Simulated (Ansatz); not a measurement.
## Electronic structure of CH3Si2 (SMILES C1=[Si][SiH2]1) (doublet) in real space

The calculation's input:

```
crystal:
  periodic: [false, false, false]
  atoms:
    - {symbol: C, position_ang: [-1.706721, 2.158633, -0.429776]}
    - {symbol: Si, position_ang: [-0.437386, 1.476638, -1.396169]}
    - {symbol: Si, position_ang: [-1.446509, 0.750311, 0.727784]}
    - {symbol: H, position_ang: [-2.547697, 2.847981, -0.402889]}
    - {symbol: H, position_ang: [-2.555902, -0.201763, 1.006190]}
    - {symbol: H, position_ang: [-0.488218, 0.752215, 1.864330]}
basis:
  gaussian:
    orbitals: def2-TZVPD
hamiltonian:
  xc: {name: PBE0}
output:
  forces: true
  orbitals: {seedname: orbitals}
magnetization:
  spin_polarized: true
  initial_magnetization: 1
```

Launched as:

```sh
ansatz run input.yaml --threads 1 --pin off --max-ram 2610MiB --events-out events.jsonl --progress --plain --runs-dir runs
```

Geometry: B3LYP/6-31G*.

The calculation used Ansatz, isolated molecule in a Gaussian basis; Kohn-Sham density functional theory, functional PBE0.

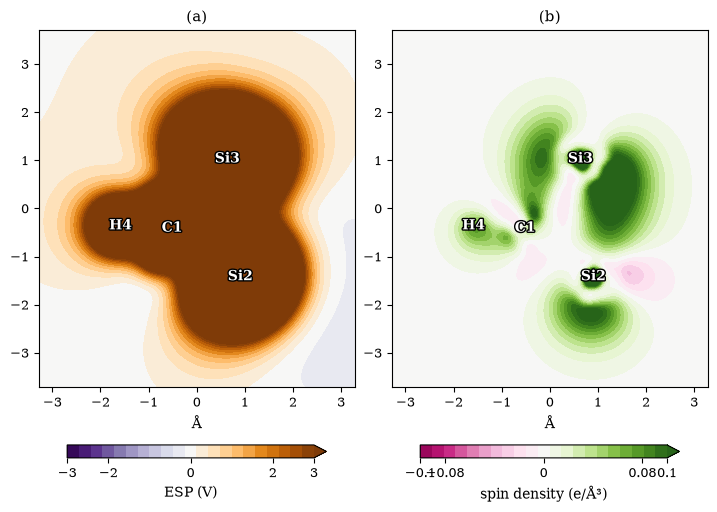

Figure 1. (a) molecular electrostatic potential; (b) spin density (α minus β) on the plane of atoms C1, Si3 and Si2.

> Interpret the plot.

Atoms in the plane: C, Si and H.
The unpaired spin (1 electron) lies mostly on Si3 (about 0.5), Si2 (about 0.4) and C1 (about 0.1), in electrons by Hirshfeld's partition.
The potential has no marked negative region in this plane.

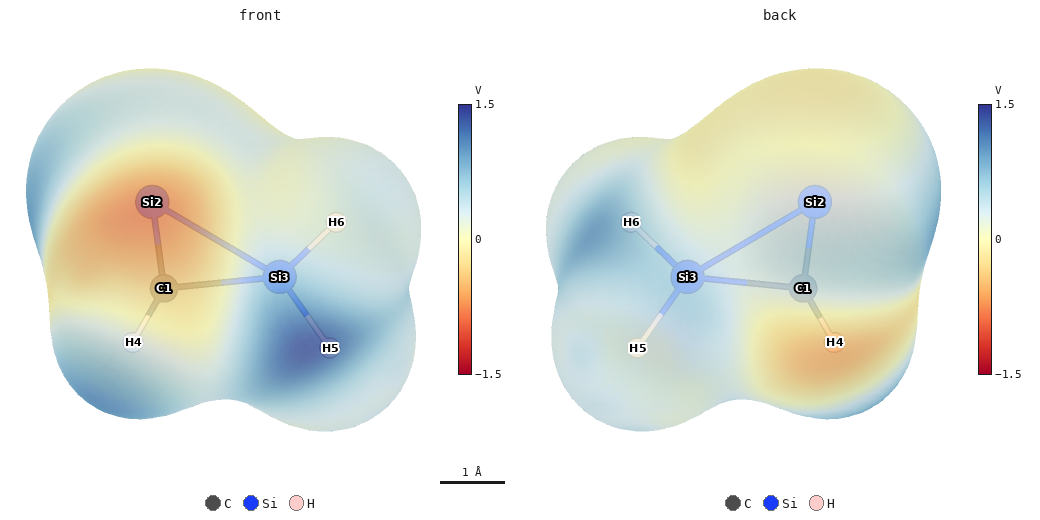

Figure 2. The molecular electrostatic potential painted on the density surface at 0.002 e/bohr³, seen from the front and from behind; the colour scale runs from red (negative) to blue (positive).

> Which sites attract a positive test charge, and which a negative one?

A positive charge is drawn to the negative regions and a negative charge to the positive ones. The most negative region (about −0.7 V) lies over C1 and Si2, the most positive (about +1.3 V) over Si3.

> How polar is the molecule by this calculation?

Its dipole moment is 0.63 D.

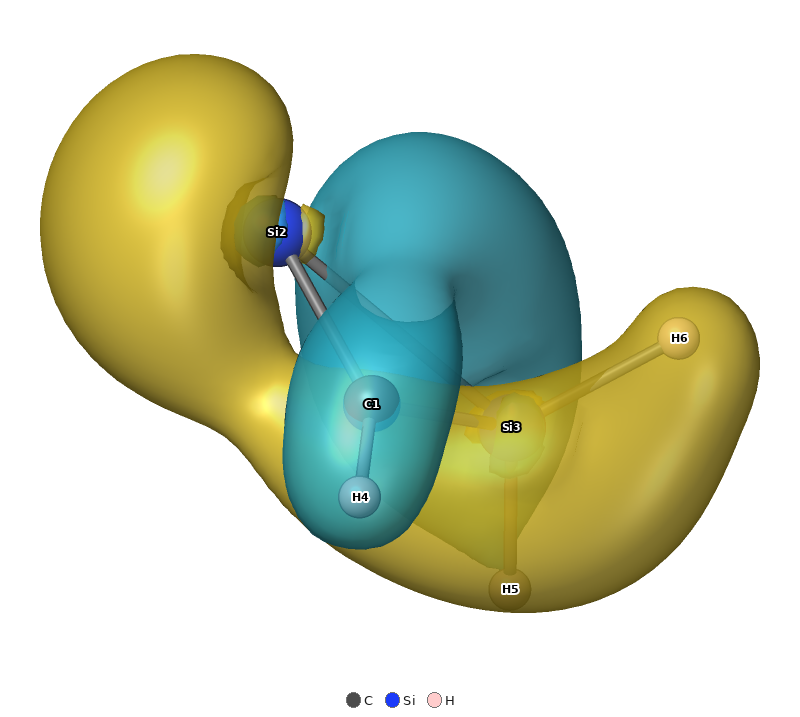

Figure 3. The HOMO (α) at ±0.1 Å⁻³ᐟ² (yellow and cyan are the two phases), seen at an oblique angle.

> What is the character of this orbital?

By Hirshfeld shares it lies mainly on Si3 (about 40 %), Si2 (about 35 %) and C1 (about 15 %). Its energy is −6.23 eV.
